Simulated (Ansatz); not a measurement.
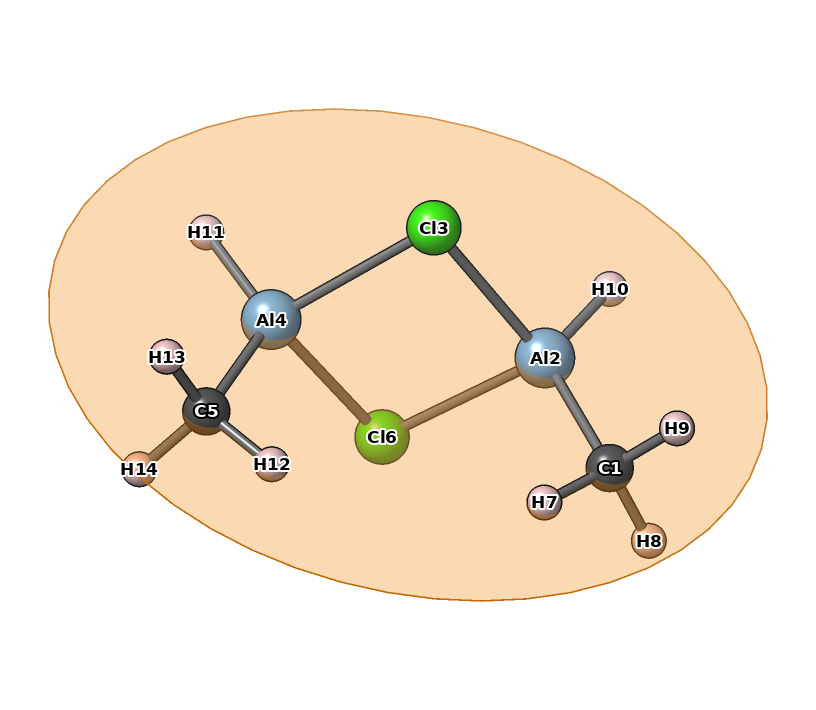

A disc through the centre of mass is drawn in. Depth is shown by fading: the farther an atom, the more it takes the colour of the background. Computed geometry: PBE0-D4/def2-TZVP optimisation.

Question: Is the plane of the disc a mirror plane of the structure?

Answer: Yes. The reflection leaves C1, Al2, Al4, C5, H7, H10, H11, H12 in place and moves Cl3 ↔ Cl6; H8 ↔ H9; H13 ↔ H14. The point group is C2v.
